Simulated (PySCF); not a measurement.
**C5H5ClS: a tour of settings**

Which settings matter for C5H5ClS (`CC#CC(=S)CCl`)?

The runs use PySCF 2.14.0, with density-fitted response routines of our own; the level of theory stands in each step. All values are computed, except where a source is named. Atoms count from 0, in the outputs and in this text.

### Step 1. Starting geometry

12 atoms, charge 0, multiplicity 1; geometry from: GFN2-xTB.

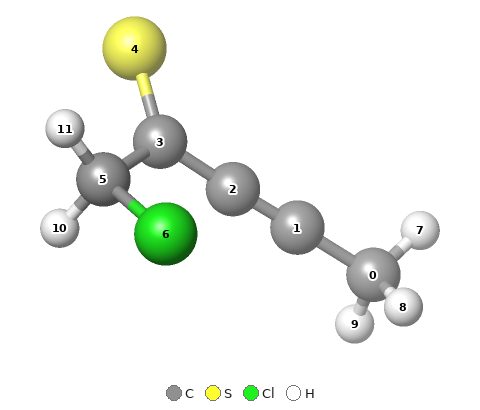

As it starts; carbon grey, sulfur yellow, chlorine green, hydrogen white, atoms numbered; sticks join atoms by distance.

### Step 2. Shielding tensors: PBE0/pcSseg-1

Job settings and geometry (Å):

```
{"job": {"kind": "nmr", "xc": "PBE0", "basis": "pcSseg-1"}, "charge": 0, "multiplicity": 1}
C      2.445836     0.283999     0.971261
C      1.187472     0.380379     0.285291
C      0.123434     0.440071    -0.285275
C     -1.092289     0.562911    -0.955840
S     -1.304099     1.652998    -2.159457
C     -2.204323    -0.363214    -0.575582
Cl    -2.240778    -0.670781     1.185797
H      2.991505     1.223279     0.887929
H      2.279870     0.051039     2.022907
H      3.042523    -0.512460     0.525523
H     -2.058873    -1.334053    -1.057824
H     -3.169080     0.049867    -0.870757
```

Level: GIAO PBE0/pcSseg-1 NMR shielding, non-relativistic, gas phase.

Launch:

```bash
> OMP_NUM_THREADS=1 python probes_run.py task.json out
```

This one command runs all jobs of the session in turn.

What it wrote:

```text
coarse grid: 11784 points
cycle   1  E = -1051.1720908964  dE =  9.755e-01  |g| = 4.039e-01  |ddm| = 3.820e+00
cycle   2  E = -1051.1113280646  dE =  6.076e-02  |g| = 6.423e-01  |ddm| = 1.410e+00
cycle   3  E = -1051.2134031444  dE = -1.021e-01  |g| = 1.425e-01  |ddm| = 1.045e+00
cycle   4  E = -1051.2184553167  dE = -5.052e-03  |g| = 5.622e-02  |ddm| = 2.619e-01
cycle   5  E = -1051.2192206188  dE = -7.653e-04  |g| = 1.992e-02  |ddm| = 7.676e-02
cycle   6  E = -1051.2192990486  dE = -7.843e-05  |g| = 8.005e-03  |ddm| = 2.472e-02
cycle   7  E = -1051.2193175850  dE = -1.854e-05  |g| = 2.140e-03  |ddm| = 1.168e-02
cycle   8  E = -1051.2193187771  dE = -1.192e-06  |g| = 4.053e-04  |ddm| = 2.684e-03
final grid: 106392 points
cycle   9  E = -1051.2634178900  dE = -1.613e-05  |g| = 9.725e-03  |ddm| = 6.849e-02
cycle  10  E = -1051.2633469242  dE =  7.097e-05  |g| = 1.796e-02  |ddm| = 3.546e-02
cycle  11  E = -1051.2634416789  dE = -9.475e-05  |g| = 2.386e-03  |ddm| = 2.775e-02
cycle  12  E = -1051.2634431409  dE = -1.462e-06  |g| = 4.790e-04  |ddm| = 3.158e-03
cycle  13  E = -1051.2634431802  dE = -3.930e-08  |g| = 2.723e-04  |ddm| = 5.680e-04
cycle  14  E = -1051.2634431981  dE = -1.798e-08  |g| = 4.256e-05  |ddm| = 2.373e-04
cycle  15  E = -1051.2634431985  dE = -3.554e-10  |g| = 1.849e-05  |ddm| = 7.289e-05
converged SCF energy = -1051.2634431985

GIAO shielding tensors (ppm)
atom      isotropic    diamagn.    paramagn.     s11        s22        s33       span
  0 C      179.548     254.417     -74.869    172.801    174.695    191.149     18.348
  1 C       60.401     265.468    -205.066     -3.250     25.501    158.953    162.203
  2 C       92.619     251.086    -158.467      0.448      8.190    269.220    268.772
  3 C      -50.863     261.054    -311.917   -218.271    -67.975    133.656    351.927
  4 S     -622.592    1055.757   -1678.349  -1982.124   -508.009    622.356   2604.480
  5 C      124.164     246.995    -122.831    105.457    122.397    144.638     39.181
  6 Cl     820.225    1146.864    -326.639    616.952    775.059   1068.664    451.712
  7 H       29.038      27.412       1.626     24.154     27.404     35.557     11.404
  8 H       29.240      29.352      -0.112     24.031     27.878     35.811     11.780
  9 H       29.236      28.840       0.396     24.647     27.130     35.931     11.284
 10 H       27.128      28.226      -1.097     22.996     26.103     32.286      9.290
 11 H       27.083      29.312      -2.229     21.074     26.823     33.352     12.279
```

Run time: 42 s. Hardware: 1 thread of Intel Xeon at 2.70GHz, shared host; peak memory 0.76 GiB.

Shifts follow as δ = σ(reference) − σ, with reference shieldings (ppm) from runs at the same level and on the same kind of geometry: 1H TMS 31.72, 13C TMS 186.9, 33S CS2 504, 35Cl HCl 950. The references are single molecules in the gas phase. Atoms listed in one row are averaged.

```csv
atoms,environment,σ (ppm),δ (ppm),δ scaled to CDCl3
C3,thiocarbonyl carbon,-50.9,237.8,225.8
C1,alkyne carbon,60.4,126.5,121.6
C2,alkyne carbon,92.6,94.3,90.1
C5,sp3 CH2 bonded to Cl,124.2,62.8,59.3
C0,propargylic methyl carbon,179.5,7.4,5.3
"H10, H11",hydrogen on an sp3 CH2 bonded to Cl,27.11,4.61,4.45
"H7, H8, H9",hydrogen on a propargylic methyl carbon,29.17,2.55,2.51
S4,thione sulfur,-623,1126,–
Cl6,chlorine bonded to C,820,130,–
```

The scaled column applies a straight-line fit of computed shieldings to shifts measured in CDCl3, with any fitted terms for Cl, Br or S neighbours (root-mean-square error 0.16 ppm for H, 1.9 ppm for C).

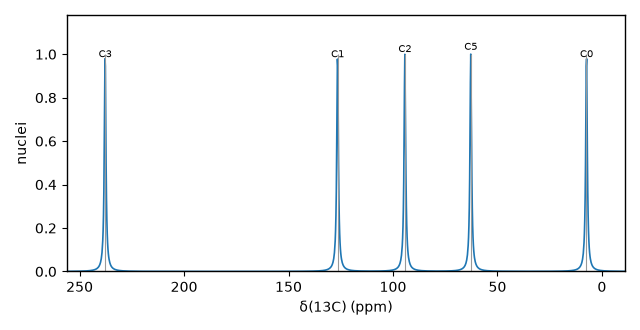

13C lines at the computed shifts, without couplings. Lines are broadened to a width of 0.92 ppm (Lorentzian).

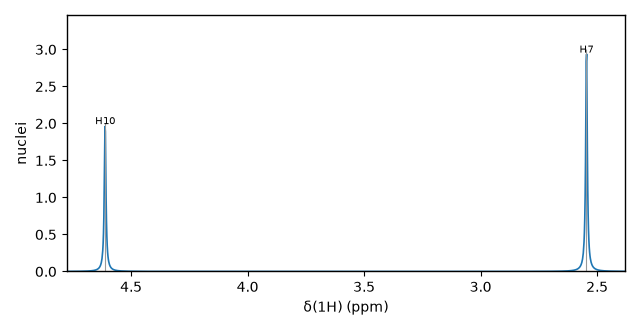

1H lines at the computed shifts, without couplings. Lines are broadened to a width of 0.01 ppm (Lorentzian).

Charges from the same density, by scheme (e):

```csv
atoms,Mulliken,IAO,Hirshfeld,ESP fit
C0,-0.19,-0.44,-0.09,-0.58
C1,-0.20,0.04,0.01,0.29
C2,0.33,-0.07,-0.07,-0.42
C3,-0.57,-0.05,0.03,0.38
S4,0.00,-0.05,-0.10,-0.22
C5,-0.08,-0.25,-0.04,-0.24
Cl6,-0.15,-0.10,-0.07,-0.11
```

IAO charges:

```csv
atom,value (e)
C0,-0.44
C1,0.04
C2,-0.07
C3,-0.05
S4,-0.05
C5,-0.25
Cl6,-0.10
H7,0.18
H8,0.18
H9,0.19
H10,0.19
H11,0.19
```

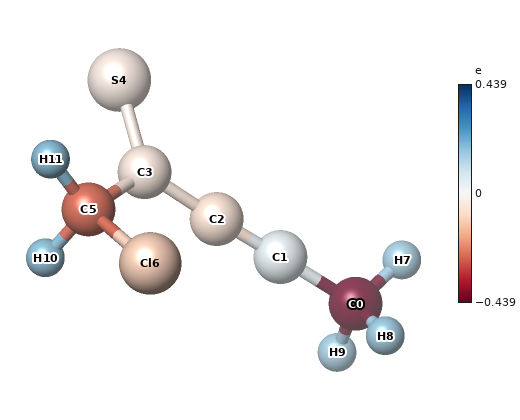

IAO charges, as colours on the atoms.

Mayer bond orders: C0–C1 1.25, C1–C2 2.24, C2–C3 0.96, C3–S4 1.91, C3–C5 1.02, C5–Cl6 0.99.

### Step 3. Excited states and response: PBE0/def2-SVPD

Same as in step 2 but for these lines:

```diff
@@ -1,2 +1,2 @@
-{"job": {"kind": "nmr", "xc": "PBE0", "basis": "pcSseg-1"}, "charge": 0, "multiplicity": 1}
+{"job": {"kind": "uv", "xc": "PBE0", "basis": "def2-SVPD", "nstates": 6, "ntriplets": 2}, "charge": 0, "multiplicity": 1}
 C      2.445836     0.283999     0.971261
```

Method: TDDFT PBE0/def2-SVPD, vertical, gas phase, core orbitals frozen in the response.

What it wrote:

```text
coarse grid: 11784 points
cycle   1  E = -1050.7819915103  dE =  9.160e-01  |g| = 3.819e-01  |ddm| = 1.313e+01
cycle   2  E = -1050.7256853904  dE =  5.631e-02  |g| = 6.045e-01  |ddm| = 2.783e+00
cycle   3  E = -1050.8200373851  dE = -9.435e-02  |g| = 1.341e-01  |ddm| = 2.241e+00
cycle   4  E = -1050.8248257600  dE = -4.788e-03  |g| = 5.114e-02  |ddm| = 4.644e-01
cycle   5  E = -1050.8254641796  dE = -6.384e-04  |g| = 1.957e-02  |ddm| = 1.377e-01
cycle   6  E = -1050.8255428045  dE = -7.862e-05  |g| = 7.814e-03  |ddm| = 6.320e-02
cycle   7  E = -1050.8255611949  dE = -1.839e-05  |g| = 1.631e-03  |ddm| = 3.149e-02
cycle   8  E = -1050.8255619532  dE = -7.583e-07  |g| = 3.445e-04  |ddm| = 4.883e-03
final grid: 106392 points
cycle   9  E = -1050.9363299764  dE = -1.050e-05  |g| = 9.434e-03  |ddm| = 1.077e-01
cycle  10  E = -1050.9362538085  dE =  7.617e-05  |g| = 1.802e-02  |ddm| = 6.404e-02
cycle  11  E = -1050.9363550257  dE = -1.012e-04  |g| = 2.127e-03  |ddm| = 4.447e-02
cycle  12  E = -1050.9363562345  dE = -1.209e-06  |g| = 3.820e-04  |ddm| = 6.316e-03
cycle  13  E = -1050.9363562654  dE = -3.089e-08  |g| = 2.060e-04  |ddm| = 1.046e-03
cycle  14  E = -1050.9363562756  dE = -1.028e-08  |g| = 3.813e-05  |ddm| = 4.073e-04
cycle  15  E = -1050.9363562760  dE = -3.251e-10  |g| = 1.572e-05  |ddm| = 1.258e-04
converged SCF energy = -1050.9363562760

Static polarisability (au): isotropic 102.597, principal 65.523 98.560 143.709

Singlet excitations
state   eV       nm        f      main configurations
  1   2.1248    583.5   0.00016   H->L 1.00
  2   3.6714    337.7   0.00015   H-2->L 0.97
  3   4.3114    287.6   0.24319   H-1->L 0.89
  4   4.7359    261.8   0.01376   H-3->L 0.96
  5   4.8461    255.8   0.02138   H-4->L 0.96
  6   5.9001    210.1   0.03287   H->L+1 0.84

Triplet excitations (Tamm-Dancoff, eV): 1.6596 2.3673
```

Run time: 36 s. Hardware: 1 thread of Intel Xeon at 2.70GHz, shared host; peak memory 0.83 GiB.

The orbitals next to the gap, with their largest atomic shares:

```csv
orbital,eV,atoms
HOMO−3,-8.79,"Cl6 66 %, C5 12 %, C2 5 %"
HOMO−2,-8.19,"C1 32 %, C2 31 %, Cl6 10 %"
HOMO−1,-7.70,"S4 35 %, C1 21 %, C2 20 %"
HOMO,-6.72,"S4 74 %, C3 11 %, C2 5 %"
LUMO,-2.96,"S4 37 %, C3 30 %, C1 13 %"
LUMO+1,0.30,"Cl6 48 %, C5 22 %, S4 10 %"
LUMO+2,0.37,"C0 19 %, C1 16 %, S4 14 %"
```

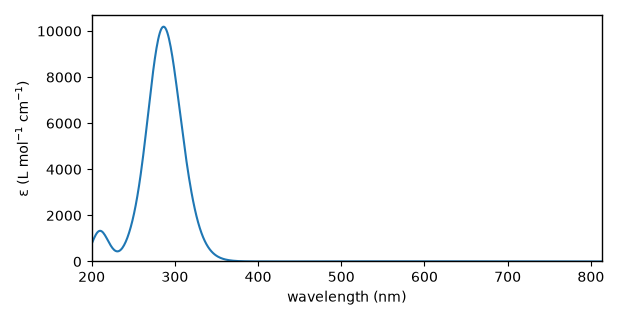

Absorption spectrum: each of the 6 states is a Gaussian band of 0.4 eV half-width at 1/e. Beyond the last state computed it falls off for lack of states.

Further results of this job:

```csv
property,computed
dipole moment (D),2.81
polarisability (Å³),15.20
HOMO–LUMO gap (eV),3.76
−ε(HOMO) (eV),6.72
```

### Step 4. Excited states and response: BP86/6-311G** in chloroform

Same as in step 3 but for these lines:

```diff
@@ -1,2 +1,2 @@
-{"job": {"kind": "uv", "xc": "PBE0", "basis": "def2-SVPD", "nstates": 6, "ntriplets": 2}, "charge": 0, "multiplicity": 1}
+{"job": {"kind": "uv", "xc": "BP86", "basis": "6-311G**", "solvent": "chloroform", "nstates": 6, "ntriplets": 2, "tda": true, "scf": {"level_shift": 0.3}}, "charge": 0, "multiplicity": 1}
 C      2.445836     0.283999     0.971261
```

With the program's defaults for keys left out, this is: TDA BP86/6-311G**, vertical, IEF-PCM chloroform (non-equilibrium linear response), core orbitals frozen in the response.

What it wrote:

```text
final grid: 106392 points
cycle   1  E = -1051.8955880686  dE =  8.121e-01  |g| = 6.083e-01  |ddm| = 3.385e+00
cycle   2  E = -1051.9084304305  dE = -1.284e-02  |g| = 6.851e-01  |ddm| = 3.069e+00
cycle   3  E = -1051.9930010508  dE = -8.457e-02  |g| = 2.560e-01  |ddm| = 9.412e-01
cycle   4  E = -1052.0084788294  dE = -1.548e-02  |g| = 9.676e-02  |ddm| = 6.863e-01
cycle   5  E = -1052.0109936615  dE = -2.515e-03  |g| = 2.063e-02  |ddm| = 2.695e-01
cycle   6  E = -1052.0111323498  dE = -1.387e-04  |g| = 6.406e-03  |ddm| = 6.909e-02
cycle   7  E = -1052.0111508427  dE = -1.849e-05  |g| = 2.781e-03  |ddm| = 1.234e-02
cycle   8  E = -1052.0111542567  dE = -3.414e-06  |g| = 9.646e-04  |ddm| = 6.681e-03
cycle   9  E = -1052.0111549842  dE = -7.275e-07  |g| = 4.256e-04  |ddm| = 4.060e-03
cycle  10  E = -1052.0111551848  dE = -2.006e-07  |g| = 2.560e-04  |ddm| = 1.668e-03
cycle  11  E = -1052.0111552552  dE = -7.046e-08  |g| = 1.787e-04  |ddm| = 7.842e-04
cycle  12  E = -1052.0111552843  dE = -2.908e-08  |g| = 1.254e-04  |ddm| = 4.125e-04
cycle  13  E = -1052.0111552976  dE = -1.325e-08  |g| = 6.778e-05  |ddm| = 2.672e-04
cycle  14  E = -1052.0111553028  dE = -5.217e-09  |g| = 4.438e-05  |ddm| = 1.614e-04
cycle  15  E = -1052.0111553052  dE = -2.380e-09  |g| = 3.536e-05  |ddm| = 1.078e-04
cycle  16  E = -1052.0111553064  dE = -1.214e-09  |g| = 2.827e-05  |ddm| = 7.411e-05
cycle  17  E = -1052.0111553071  dE = -7.028e-10  |g| = 2.007e-05  |ddm| = 5.527e-05
level shift removed, Fock matrix diagonalised once more
converged SCF energy = -1052.0111553071

Static polarisability (au): isotropic 114.542, principal 55.607 105.346 182.672

Singlet excitations
state   eV       nm        f      main configurations
  1   2.1111    587.3   0.00035   H->L 1.00
  2   3.2717    379.0   0.00045   H-2->L 0.98
  3   3.8290    323.8   0.01316   H-3->L 0.89, H-4->L 0.08
  4   3.9075    317.3   0.02857   H-4->L 0.79, H-1->L 0.10, H-3->L 0.10
  5   4.3675    283.9   0.37027   H-1->L 0.66, H-4->L 0.12, H->L+2 0.10
  6   5.1550    240.5   0.03156   H->L+1 0.96

Triplet excitations (Tamm-Dancoff, eV): 1.7055 2.4875
```

Wall time 30 s (1 thread of Intel Xeon at 2.70GHz, shared host); peak memory 0.76 GiB.

Key values: HOMO -5.69 eV, LUMO -3.77 eV; lowest singlet 2.11 eV.

### Step 5. Nuclear shieldings: PBE0/aug-cc-pVDZ

Same as in step 4 but for these lines:

```diff
@@ -1,2 +1,2 @@
-{"job": {"kind": "uv", "xc": "BP86", "basis": "6-311G**", "solvent": "chloroform", "nstates": 6, "ntriplets": 2, "tda": true, "scf": {"level_shift": 0.3}}, "charge": 0, "multiplicity": 1}
+{"job": {"kind": "nmr", "xc": "PBE0", "basis": "aug-cc-pVDZ", "pop": false, "scf": {"conv": 1e-08, "aux": "def2-universal-jkfit"}}, "charge": 0, "multiplicity": 1}
 C      2.445836     0.283999     0.971261
```

Level: GIAO PBE0/aug-cc-pVDZ NMR shielding, non-relativistic, gas phase.

What it wrote:

```text
final grid: 106392 points
cycle   1  E = -1051.3118884229  dE =  1.011e+00  |g| = 3.869e-01  |ddm| = 1.270e+01
cycle   2  E = -1051.2478227588  dE =  6.407e-02  |g| = 6.300e-01  |ddm| = 3.616e+00
cycle   3  E = -1051.3522097274  dE = -1.044e-01  |g| = 1.341e-01  |ddm| = 1.760e+00
cycle   4  E = -1051.3570944722  dE = -4.885e-03  |g| = 4.963e-02  |ddm| = 4.569e-01
cycle   5  E = -1051.3576805501  dE = -5.861e-04  |g| = 2.020e-02  |ddm| = 1.651e-01
cycle   6  E = -1051.3577664876  dE = -8.594e-05  |g| = 7.845e-03  |ddm| = 6.058e-02
cycle   7  E = -1051.3577852169  dE = -1.873e-05  |g| = 1.593e-03  |ddm| = 2.214e-02
cycle   8  E = -1051.3577859532  dE = -7.362e-07  |g| = 3.350e-04  |ddm| = 5.453e-03
cycle   9  E = -1051.3577859846  dE = -3.147e-08  |g| = 1.091e-04  |ddm| = 1.488e-03
cycle  10  E = -1051.3577859882  dE = -3.606e-09  |g| = 3.766e-05  |ddm| = 4.917e-04
converged SCF energy = -1051.3577859882

GIAO shielding tensors (ppm)
atom      isotropic    diamagn.    paramagn.     s11        s22        s33       span
  0 C      190.165     256.075     -65.911    183.621    185.614    201.259     17.638
  1 C       80.057     254.119    -174.062     23.634     51.863    164.676    141.042
  2 C      111.618     279.147    -167.529     30.210     35.219    269.424    239.213
  3 C      -30.840     199.883    -230.723   -191.069    -47.088    145.636    336.705
  4 S     -441.270    1065.536   -1506.807  -1624.570   -352.016    652.776   2277.346
  5 C      136.836     259.408    -122.572    116.979    137.062    156.467     39.488
  6 Cl     841.669    1145.728    -304.059    661.608    794.140   1069.259    407.651
  7 H       29.143      23.737       5.406     24.503     27.614     35.312     10.809
  8 H       29.352      29.722      -0.370     24.370     28.023     35.662     11.291
  9 H       29.347      27.779       1.568     25.027     27.280     35.735     10.708
 10 H       26.972      32.327      -5.356     22.653     26.093     32.168      9.515
 11 H       26.863      28.153      -1.290     21.181     26.443     32.965     11.784
```

Run time: 40 s. Hardware: 1 thread of Intel Xeon at 2.70GHz, shared host; peak memory 0.85 GiB.

In short: δ C3 228.3, C1 117.4, C2 85.8, C5 60.6, H10 4.94, H7 2.58 ppm (means over like atoms).

### Step 6. NMR shieldings: PBE0/6-311+G(2d,p)

Same as in step 5 but for these lines:

```diff
@@ -1,2 +1,2 @@
-{"job": {"kind": "nmr", "xc": "PBE0", "basis": "aug-cc-pVDZ", "pop": false, "scf": {"conv": 1e-08, "aux": "def2-universal-jkfit"}}, "charge": 0, "multiplicity": 1}
+{"job": {"kind": "nmr", "xc": "PBE0", "basis": "6-311+G(2d,p)", "pop": true, "scf": {"aux": "def2-qzvpp-jkfit"}}, "charge": 0, "multiplicity": 1}
 C      2.445836     0.283999     0.971261
```

With the program's defaults for keys left out, this is: GIAO PBE0/6-311+G(2d,p) NMR shielding, non-relativistic, gas phase.

What it wrote:

```text
final grid: 106392 points
cycle   1  E = -1051.3555653541  dE =  9.412e-01  |g| = 4.200e-01  |ddm| = 7.502e+02
cycle   2  E = -1051.3002673207  dE =  5.530e-02  |g| = 6.241e-01  |ddm| = 7.219e+00
cycle   3  E = -1051.3946123861  dE = -9.435e-02  |g| = 1.589e-01  |ddm| = 6.543e+00
cycle   4  E = -1051.4002907615  dE = -5.678e-03  |g| = 7.120e-02  |ddm| = 1.505e+00
cycle   5  E = -1051.4015425893  dE = -1.252e-03  |g| = 2.307e-02  |ddm| = 5.906e-01
cycle   6  E = -1051.4016507860  dE = -1.082e-04  |g| = 8.310e-03  |ddm| = 1.033e-01
cycle   7  E = -1051.4016702852  dE = -1.950e-05  |g| = 2.906e-03  |ddm| = 1.098e-01
cycle   8  E = -1051.4016725263  dE = -2.241e-06  |g| = 4.427e-04  |ddm| = 2.284e-02
cycle   9  E = -1051.4016725741  dE = -4.777e-08  |g| = 1.568e-04  |ddm| = 2.575e-03
cycle  10  E = -1051.4016725809  dE = -6.789e-09  |g| = 4.620e-05  |ddm| = 2.243e-03
cycle  11  E = -1051.4016725813  dE = -4.613e-10  |g| = 2.612e-05  |ddm| = 1.016e-03
converged SCF energy = -1051.4016725813

GIAO shielding tensors (ppm)
atom      isotropic    diamagn.    paramagn.     s11        s22        s33       span
  0 C      182.751     240.880     -58.129    176.131    178.023    194.098     17.966
  1 C       63.311     267.397    -204.086      1.511     30.567    157.854    156.343
  2 C       95.426     266.446    -171.020      5.120     12.565    268.592    263.472
  3 C      -46.323     234.744    -281.067   -209.819    -63.979    134.828    344.647
  4 S     -593.463    1053.706   -1647.170  -1897.723   -482.068    599.401   2497.125
  5 C      126.999     245.347    -118.348    108.432    125.119    147.447     39.015
  6 Cl     812.758    1147.131    -334.373    620.431    757.475   1060.368    439.937
  7 H       29.372      28.345       1.027     24.679     27.909     35.527     10.849
  8 H       29.586      28.695       0.891     24.559     28.308     35.890     11.332
  9 H       29.570      28.285       1.285     25.174     27.556     35.979     10.805
 10 H       27.151      30.398      -3.247     22.780     26.252     32.422      9.643
 11 H       27.026      27.965      -0.939     21.294     26.564     33.220     11.925
```

It took 57 s on 1 thread of Intel Xeon at 2.70GHz, shared host; peak memory 0.87 GiB.

This run: δ C3 235.2, C1 125.6, C2 93.5, C5 61.9, H10 4.89, H7 2.47 ppm (means over like atoms).

### Step 7. Run by run: NMR shifts

Shifts (ppm), means over like atoms, with basis size and wall time:

```csv
run,C3,C1,C2,C5,C0,H10,H7,functions,time
PBE0/pcSseg-1,237.8,126.5,94.3,62.8,7.4,4.61,2.55,158,42 s
PBE0/aug-cc-pVDZ,228.3,117.4,85.8,60.6,7.3,4.94,2.58,214,40 s
"PBE0/6-311+G(2d,p)",235.2,125.6,93.5,61.9,6.2,4.89,2.47,235,57 s
```

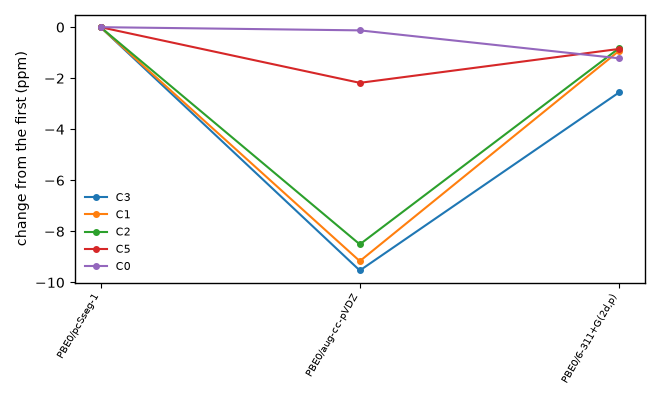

How five of the tabulated atoms move from run to run.

### Step 8. Comparing the runs: electronic excitations

Excitations and ground-state properties, with basis size and wall time:

```csv
run,lowest singlet (eV),brightest (eV),f,gap (eV),α (Å³),μ (D),functions,time
PBE0/def2-SVPD,2.12,4.31,0.243,3.76,15.20,2.81,194,36 s
BP86/6-311G** in chloroform,2.11,4.37,0.370,1.92,16.97,3.65,172,30 s
```

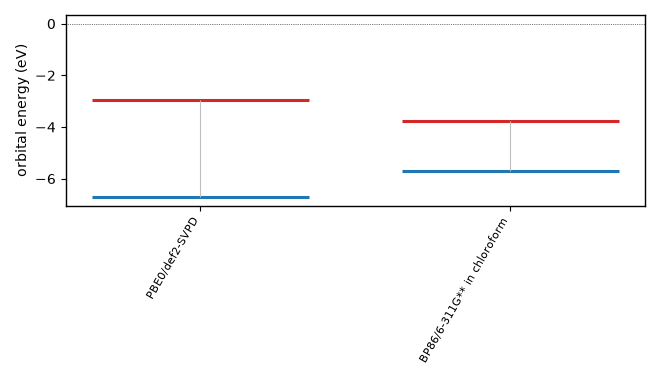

HOMO (blue) and LUMO (red) run by run.

### Step 9. Outcome

| quantity | value |
| --- | --- |
| 13C shifts against TMS (PBE0/pcSseg-1) | 237.8, 126.5, 94.3, 62.8, 7.4 ppm |
| 1H shifts against TMS (PBE0/pcSseg-1, means over atoms taken as alike) | 4.61, 2.55 ppm |
| 33S shifts against CS2 (PBE0/pcSseg-1) | 1126 ppm |
| 35Cl shifts against HCl (PBE0/pcSseg-1) | 130 ppm |
| lowest singlet (PBE0/def2-SVPD) | 2.12 eV (584 nm), f = 0.000 |
| brightest single state of those computed | state 3, 4.31 eV, f = 0.243 |
| lowest triplet | 1.66 eV |
| range of the shift of C3 | 228.3 to 237.8 ppm |
| range of the lowest singlet | 2.11 to 2.12 eV |

Single values in the summary come from the first run of each kind that ended normally (PBE0/pcSseg-1; PBE0/def2-SVPD), which need not be the best level. The most deshielded carbon is C3 (thiocarbonyl carbon), at 237.8 ppm: low-lying n→π* states of the double bond to the heteroatom give a large paramagnetic term (-312 ppm). The most deshielded hydrogen is H10, H11 (mean) (hydrogen on an sp3 CH2 bonded to Cl), at 4.61 ppm: its carbon carries Cl, an electronegative neighbour. At PBE0/pcSseg-1: The largest span, 2604 ppm, is at S4, where the paramagnetic term is -1678 ppm. The lowest singlet, at 2.12 eV, is HOMO→LUMO 1.00 and is dark; of the 6 states computed, the strongest absorption comes from state 3 at 4.31 eV. The lowest triplet lies 0.47 eV below the lowest singlet (triplets in Tamm-Dancoff, singlets in full TDDFT). Among the atoms with a shift in every run: Across the 3 runs the shift of C3 moves most, between 228.3 (PBE0/aug-cc-pVDZ) and 237.8 ppm (PBE0/pcSseg-1). The lowest singlet runs from 2.11 eV (BP86/6-311G** in chloroform) to 2.12 eV (PBE0/def2-SVPD), while the orbital gap spans 1.92 to 3.76 eV. The lowest state need not be the same one in every run.
